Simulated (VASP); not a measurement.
Energy against volume of Li2S (antifluorite). Calculation: MS2 meta-GGA, VASP's PBE PAW potentials (set 64) (plane waves; VASP).

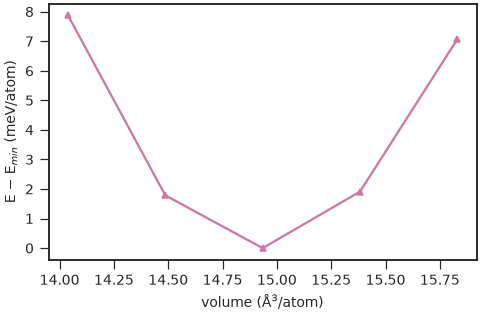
*Energy against volume*

Task: Estimate the equilibrium volume and the bulk modulus.

Result: The minimum lies near 14.9 Å³/atom, and the curvature gives B0 of about 44 GPa.

Measured: a 5.716 Å at 293 K (computed value off by -1.4 %), as given by F. Kubel et al., Zeitschrift für Kristallographie - New Crystal Structures (1999), doi:10.1515/ncrs-1999-0303. The calculation is for a static lattice, while the measured a holds thermal and zero-point effects, which are part of the difference.

The compound is Li2S in the antifluorite structure. It was relaxed first.
